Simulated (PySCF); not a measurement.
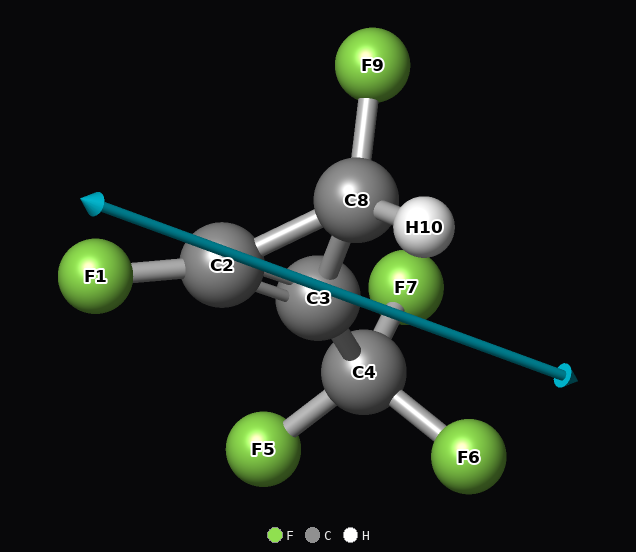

The double arrow shows the direction of the transition dipole to excited singlet state 5 (its length means nothing). The geometry was computed by an optimisation with GFN2-xTB. No frequency run is at hand to confirm it as a minimum. Method: TDDFT B3LYP/def2-SVPD, vertical, gas phase, core orbitals frozen in the response (PySCF 2.14.0).

> How is the transition polarised?

Nearly parallel to the C2–C3 bond.

> Where does the transition lie, and how strong is it?

8.23 eV (151 nm), oscillator strength 0.089, mainly HOMO−1 → LUMO+1 (weight 0.85); transition dipole 1.69 D.
